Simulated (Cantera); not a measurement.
Feed: 1 mol SrCl2, 0.089 mol O2, 0.62 mol N2, held at 0.0750 Torr.

Equilibrium computed with Cantera from the NASA thermochemical tables; the gas is ideal and each condensed phase is pure. Candidate condensed phases: Sr, SrCl2, SrO; 16 gas species. Mutual solubility and eutectic melting of coexisting phases are not modelled. Condensed phases not in the tables: oxide chlorides, the peroxide. The numbers say what is thermodynamically allowed, not how fast it happens.

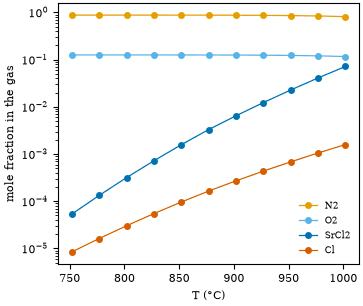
Figure. Equilibrium gas composition (values under 1e-9 drawn at 1e-9)

Problem. Read off the mole fractions at 952 °C.

Solution. N2 about 0.85, O2 about 0.12, SrCl2 about 0.023, Cl about 0.00068.
